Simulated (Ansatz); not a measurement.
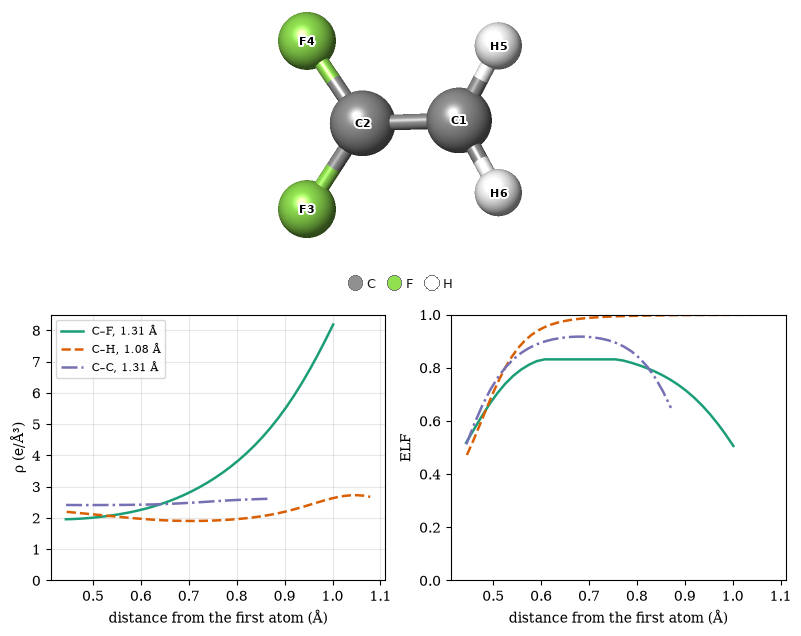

C₂H₂F₂ (SMILES C=C(F)F). Total electron density and ELF along straight lines between neighbouring atoms. The curves leave out the atomic cores. The structure is drawn too.

Geometry: PBE0-D4/def2-TZVP.

Level of theory: Ansatz 0.2.0, isolated molecule in a Gaussian basis; Kohn-Sham density functional theory, functional PBE0.

Input

```
crystal:
  periodic: [false, false, false]
  atoms:
    - {symbol: C, position_ang: [-2.813271, -1.667048, 0.740807]}
    - {symbol: C, position_ang: [-1.871729, -1.200058, 1.530716]}
    - {symbol: F, position_ang: [-1.416736, 0.031794, 1.519599]}
    - {symbol: F, position_ang: [-1.242894, -1.894341, 2.451118]}
    - {symbol: H, position_ang: [-3.119903, -2.697636, 0.826540]}
    - {symbol: H, position_ang: [-3.271689, -1.015915, 0.013234]}
basis:
  gaussian: {orbitals: def2-TZVPD}
hamiltonian: {xc: pbe0}
output: {forces: true, orbitals: {seedname: orbitals}}
```

Command:

```sh
ansatz run input.yaml --threads 2 --pin off --max-ram 4350MiB --events-out events.jsonl --progress --plain --runs-dir runs
```

Question: Compare the contacts.

Answer: C–F (1.31 Å): ρ at the midpoint is about 2.5 e/Å³; the ELF peaks at about 0.85 between the atoms (a shared but strongly polarised pair).
C–H (1.08 Å): the density is about 2.1 e/Å³ at the midpoint; the ELF climbs to about 1 towards the hydrogen, as it does in any bond to H (an ordinary covalent bond to hydrogen).
C–C (1.31 Å): the density is about 2.5 e/Å³ at the midpoint; the ELF peaks at about 0.90 between the atoms (a short, multiple covalent bond).
